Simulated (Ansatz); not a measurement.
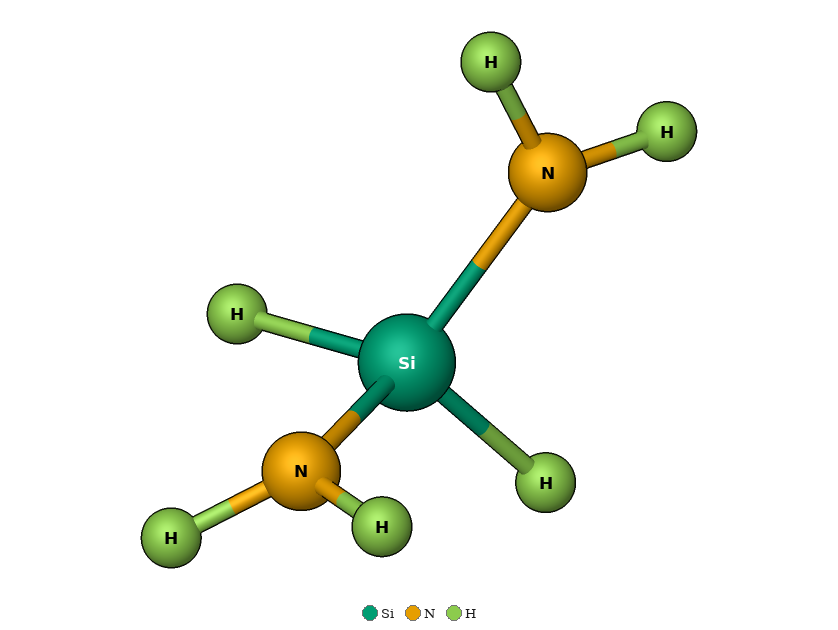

Sticks follow a distance rule. Harmonic vibrations computed with RKS PBE0-D4/def2-TZVP (Ansatz 0.2.0) at a stationary point of the same level.

Minimum or transition state?

Answer. A minimum: no imaginary frequency, and the lowest mode lies at 206 cm⁻¹.

List the wavenumbers.

Answer. 21 modes: 206, 252, 334, 348, 422, 599, 682, 814, 821, 889, 901, 981, 988, 1574, 1577, 2175, 2191, 3613, 3614, 3712, 3713 cm⁻¹.
